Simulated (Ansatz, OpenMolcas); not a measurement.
# A ladder of methods for CH5FGeO (SMILES [CH3][GeH]([OH])[F])

CH5FGeO has 9 atoms, charge 0, and is taken as a singlet. SMILES: `[CH3][GeH]([OH])[F]`. Geometry: relaxed at PBE0-D4/def2-TZVP. This is one conformer, not always the lowest.

```
atom    x (Å)    y (Å)    z (Å)
   C  -0.6690   0.9769  -0.5842
  Ge   0.0883  -0.6437   0.1215
   O   1.2700  -0.1707   1.3455
   F   0.9744  -1.4386  -1.1538
   H   0.1389   1.6249  -0.9246
   H  -1.2379   1.4935   0.1897
   H  -1.3271   0.7513  -1.4235
   H  -0.8655  -1.7251   0.6568
   H   1.7165  -0.9147   1.7555
```

Each level gives the energy change with the Ge2–F4 bond stretched from 1.745 to 3.140 Å (eV). The values are calculated.

```
                         level                    kind     program  value (eV)  CPU time (all runs)
     BLYP/cc-pVDZ (restricted)                     GGA  OpenMolcas        3.78              1.9 min
   revPBE/cc-pVDZ (restricted)                     GGA  OpenMolcas        3.79              2.3 min
    BHLYP/cc-pVDZ (restricted)           global hybrid  OpenMolcas        4.91              1.7 min
   M06-2X/cc-pVDZ (restricted)         hybrid meta-GGA  OpenMolcas        4.93              2.4 min
CAM-B3LYP/cc-pVDZ (restricted)  range-separated hybrid      Ansatz        4.75                 14 s
  wB97M-V/cc-pVDZ (restricted)  range-separated hybrid      Ansatz        4.82                 93 s
  RPA@PBE/cc-pVDZ (restricted)                     RPA      Ansatz        3.92                 22 s
 RPA@PBE0/cc-pVDZ (restricted)                     RPA      Ansatz        4.40                 24 s
```

All-electron rows without a relativistic Hamiltonian named are non-relativistic. The first shape isn't each level's own minimum. The values span 3.78 to 4.93 eV. Times are those of the runs behind each value, whatever else they computed, on shared processors of several kinds: orders of magnitude only.

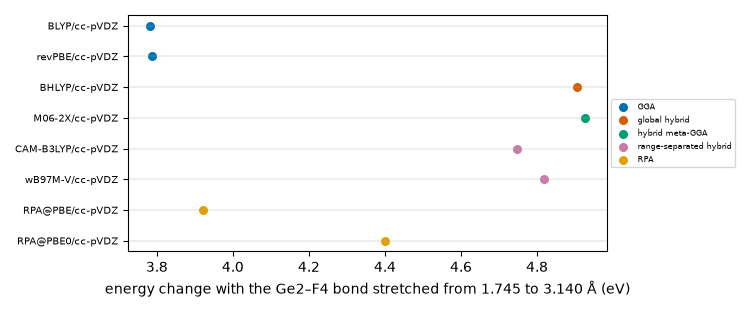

The values of the table, level by level.
